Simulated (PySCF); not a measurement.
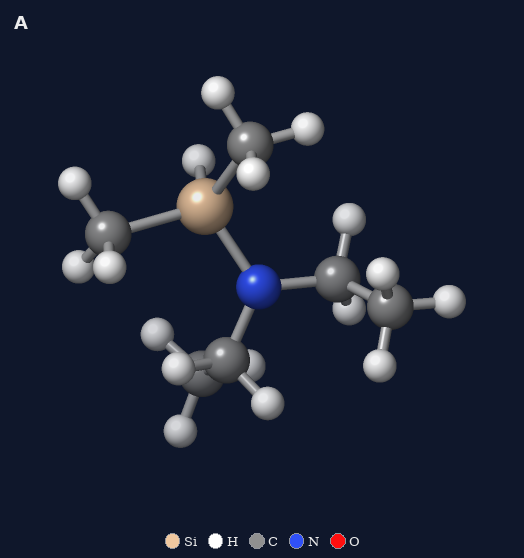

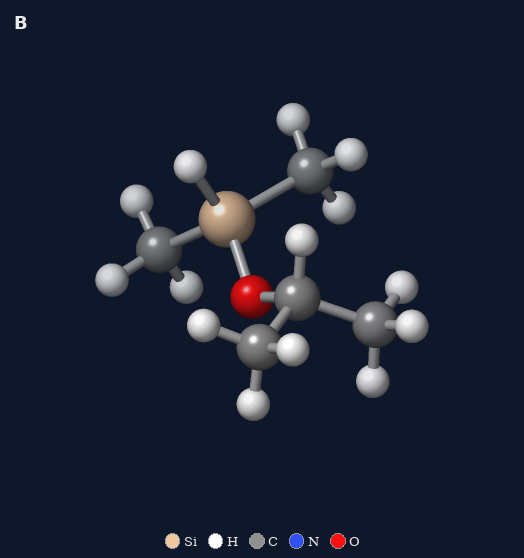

Two related species, optimised with PBE0-D3(BJ)/def2-SVP; properties computed with PySCF 2.14.0. Both: charge 0, singlet.

Identify both.

A is SiHMe2(NEt2) (CCN(CC)[SiH](C)C), B is SiHMe2(OiPr) (CC(C)O[SiH](C)C).

Compare them. With B3LYP/pcSseg-1: dipole moment (D), HOMO–LUMO gap (eV), HOMO energy (Kohn–Sham orbital) (eV), shielding of Si (ppm). With B3LYP/def2-SVPD: lowest vertical singlet excitation (eV), mean static polarisability (bohr³). With PBE0/pcSseg-1: Hirshfeld charge of Si (e), IAO charge of Si (e). With PBE0-D3(BJ)/def2-SVP: mean Si–C length (Å), mean Si–H length (Å).

| quantity | A | B |
| --- | --- | --- |
| dipole moment (D) | 0.60 | 0.83 |
| HOMO–LUMO gap (eV) | 6.73 | 8.42 |
| HOMO energy (Kohn–Sham orbital) (eV) | −5.81 | −7.42 |
| shielding of Si (ppm) | 351.0 | 334.5 |
| lowest vertical singlet excitation (eV) | 5.36 | 6.98 |
| mean static polarisability (bohr³) | 110.8 | 93.6 |
| Hirshfeld charge of Si (e) | 0.39 | 0.42 |
| IAO charge of Si (e) | 1.03 | 1.15 |
| mean Si–C length (Å) | 1.877 | 1.870 |
| mean Si–H length (Å) | 1.508 | 1.502 |

Each is one conformer, and no frequency run is at hand to confirm it as a minimum.
